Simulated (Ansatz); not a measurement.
Rb2TlRhF6, response to strain

The parent structure is Rb2TlRhF6 (space group Fm-3m, No. 225; a = 9.0553 Å; a cell from a computed database, its experimental status unchecked). Axes: x, y, z lie along the cube axes.

Strains are applied to the cell and any free atomic positions relax; under biaxial strain the out-of-plane vector relaxes too.

All numbers come from PBEsol (Ansatz, a quantum-chemistry and plane-wave program), scalar-relativistic without spin-orbit coupling.

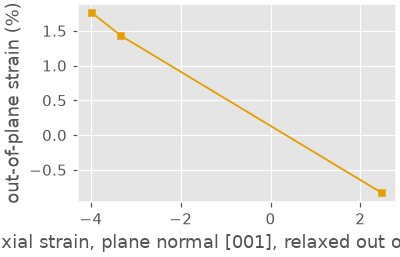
Out-of-plane strain against biaxial strain, plane normal [001], relaxed out of plane

| biaxial strain, plane normal [001], relaxed out of plane (%) | out-of-plane strain |
|---|---|
| -3.97 | +1.75 % |
| -3.32 | +1.42 % |
| 2.48 | -0.83 % |

No phonon test of stability was made.
